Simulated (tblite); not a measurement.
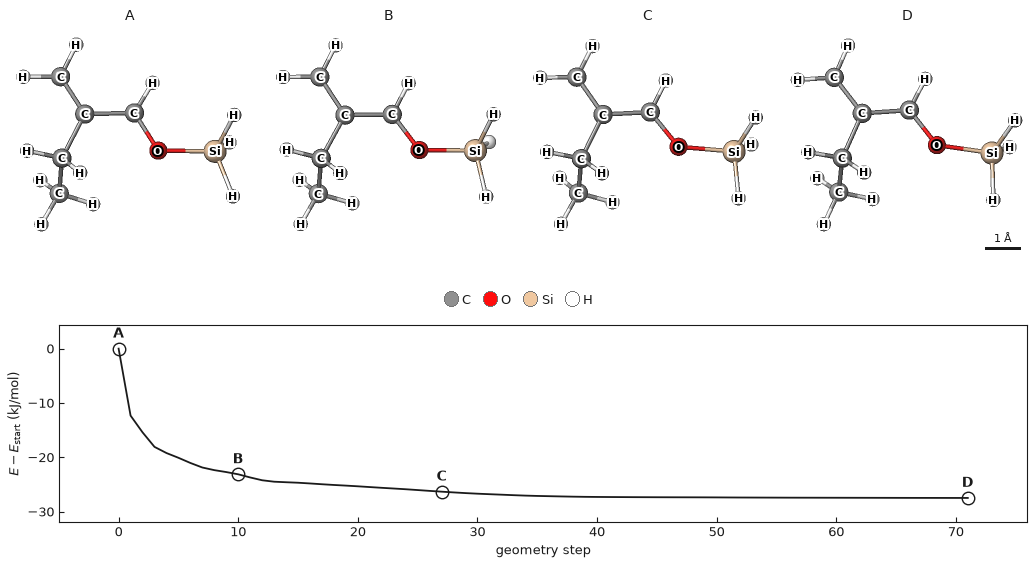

Frames of a relaxation of C₅H₁₁OSi (multiplicity 2), marked on the history of the run. A ball-and-stick model, seen face on.

Method: tblite 0.8.0, GFN2-xTB geometry optimisation, gas phase. 

What happens along the run?

Answer. An H atom moves most after the best rigid fit: 0.50 Å. Largest moves by element: H 0.50 Å, O 0.17 Å, C 0.11 Å, Si 0.05 Å. Some distances before and after: C–C 1.456 → 1.389 Å, C–C 1.327 → 1.368 Å, O–Si 1.662 → 1.626 Å, H–Si 1.482 → 1.453 Å. Among the angles between lasting bonds that change: C–O–Si 121.0° → 134.4°, O–Si–H 110.3° → 98.9°, H–Si–H 109.5° → 114.0°. After 71 geometry steps the energy has fallen by 27.5 kJ/mol. From step 0 to 10: an H atom moves most (0.17 Å), energy −23.1 kJ/mol. From step 10 to 27: an H atom moves most (0.20 Å), energy −3.19 kJ/mol. From step 27 to 71: an H atom moves most (0.14 Å), energy −1.16 kJ/mol.
